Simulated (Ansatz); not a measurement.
# How methods differ on GeHF (SMILES [F][GeH])

GeHF has 3 atoms, charge 0, and is taken as a singlet. As SMILES, `[F][GeH]`. Geometry: relaxed at PBE0-D4/def2-TZVP.

```xyz
3

F     0.6721    1.0126    0.4697
Ge   -0.6579    0.1952   -0.3356
H    -0.0252   -1.2727   -0.1474
```

Each level gives the energy change with the F1–Ge2 bond stretched from 1.757 to 3.513 Å (eV). The values are calculated.

| level | kind | program | value (eV) | less FCI/STO-3G | CPU time (all runs) |
| --- | --- | --- | --- | --- | --- |
| SVWN5/STO-3G (restricted) | LDA | Ansatz | 7.04 | +2.89 | 5.1 s |
| revPBE/STO-3G (restricted) | GGA | Ansatz | 6.43 | +2.28 | 8.4 s |
| r2SCAN/STO-3G (restricted) | meta-GGA | Ansatz | 6.97 | +2.82 | 30 s |
| PBE0/STO-3G (restricted) | global hybrid | Ansatz | 7.50 | +3.35 | 2.4 s |
| wB97X/STO-3G (restricted) | range-separated hybrid | Ansatz | 8.21 | +4.06 | 26 s |
| MP2/STO-3G (restricted) | perturbation theory | Ansatz | 5.32 | +1.17 | 0.81 s |
| CCSDT/STO-3G (restricted) | coupled cluster or CI | Ansatz | 4.14 | -0.01 | 2.4 s |
| FCI/STO-3G | exact in the basis | Ansatz | 4.15 | 0.00 | 2.5 s |

FCI/STO-3G is exact within its basis and frozen core, so for wave-function methods in that basis the difference is their error; functionals converge differently with the basis, so for them it is only a difference. All-electron rows without a relativistic Hamiltonian named are non-relativistic. The first shape isn't each level's own minimum. The values span 4.14 to 8.21 eV. All rows use very small basis sets, so none should be taken for the real molecule's value. In the correlated wave-function rows the outer d shell of Ge is correlated, in sets not made for it. In so small a basis fixed costs decide the times, and correlated methods can beat functionals. CPU times are rough (shared hosts, several kinds of processor and program).

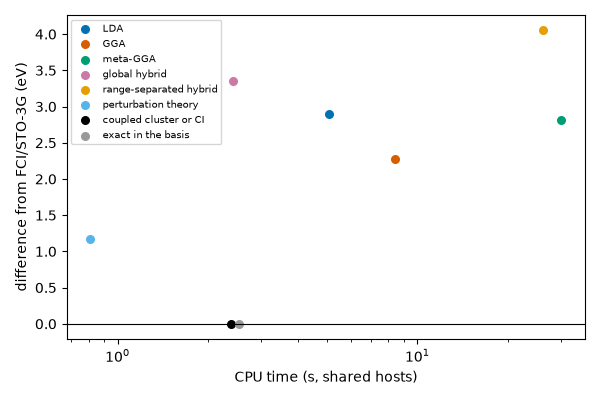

Difference from FCI/STO-3G against processor time, one point a level.
